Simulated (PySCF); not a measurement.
**C4H12NSi2 (SMILES [SiH2][SiH2]NCC1CC1) (doublet): density, localisation and related maps**

Input

```
{"job": {"kind": "epr", "basis": "pcH-1"}, "charge": 0, "multiplicity": 2}
Si     3.412600    -0.061354     0.605126
Si     1.990951    -1.588130    -0.298992
N      0.403419    -1.068752     0.124649
C     -0.127028     0.232591    -0.196321
C     -1.257107     0.596379     0.738778
C     -2.261454     1.634068     0.340818
C     -2.660725     0.191140     0.402639
H      4.804804    -0.463928     0.828088
H      3.505579     1.306795     0.075735
H      2.117757    -1.841745    -1.757183
H      2.095291    -2.901709     0.349281
H     -0.327381    -1.764107     0.131999
H      0.687460     0.957382    -0.090750
H     -0.486699     0.283763    -1.237134
H     -0.968158     0.554903     1.781906
H     -2.635814     2.306022     1.097624
H     -2.158900     2.091598    -0.631696
H     -2.830729    -0.325603    -0.530480
H     -3.313668    -0.130061     1.199792
```

Run with:

```sh
OMP_NUM_THREADS=1 python probes_run.py task.json out
```

Geometry: GFN2-xTB.

The calculation used PySCF, UKS B3LYP, pcH-1 on C H N Si, non-relativistic, mean-field spin-orbit, GIAO.

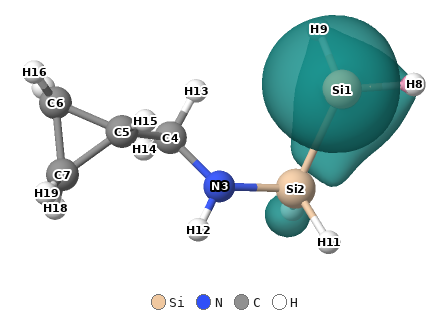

Figure 1. Isosurfaces of the spin density (α minus β) at +0.015 (teal) and −0.015 e/Å³ (pink), seen at a tilt.

### Describe the spin distribution.

The unpaired spin (1 electron) lies mostly on Si1 (about 0.8) and Si2 (about 0.1), in electrons by Hirshfeld's partition.

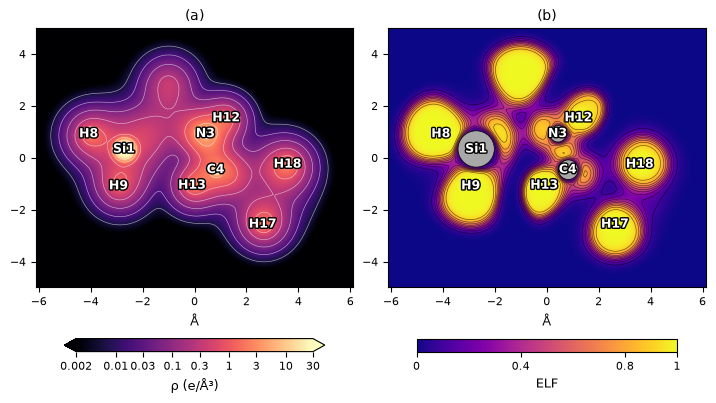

Figure 2. (a) total electron density; (b) electron localisation function on the plane of atoms C4, N3 and H12. Grey discs cover the atomic cores in the ELF map.

### What does the map show?

The section cuts through Si, N, C and H sites. C–N (1.44 Å): the density is about 1.8 e/Å³ at the midpoint; the ELF peaks at about 0.90 between the atoms (a covalent bond). N–H (1.01 Å): the density is about 2.6 e/Å³ at the midpoint; the ELF climbs to about 1 towards the hydrogen, as it does in any bond to H (an ordinary covalent bond to hydrogen). C–H (1.10 Å): ρ is about 1.8 e/Å³ halfway; the ELF climbs to about 1 towards the hydrogen (a covalent bond by its length). Si–H (1.47 Å): ρ at the midpoint is about 0.77 e/Å³; the ELF climbs to about 1 towards the hydrogen.

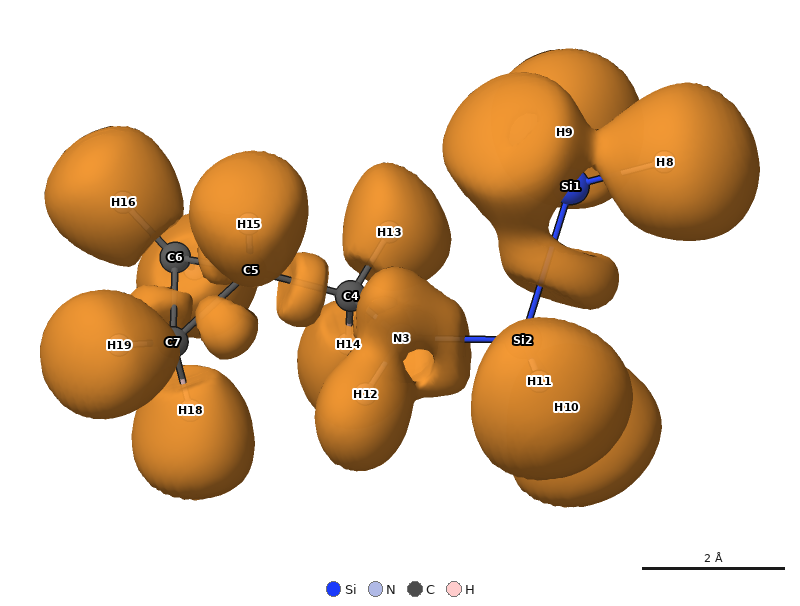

Figure 3. Isosurface of the ELF at 0.75 (orange), seen at a tilt. Core shells and regions of very low density are left out.

### Identify the bonds, lone pairs and shells in this picture.

At this value the surface marks out four regions between bonded C–C atoms (shared pairs), nine regions around hydrogen nuclei, one joined region spread over several atoms (H, N), in which their bonds and any lone pairs are merged and one joined region spread over several atoms (H, Si), in which their bonds and any lone pairs are merged.


 C–C (1.50 Å): the ELF peaks at about 0.85 between the atoms: localised, covalent bonding.
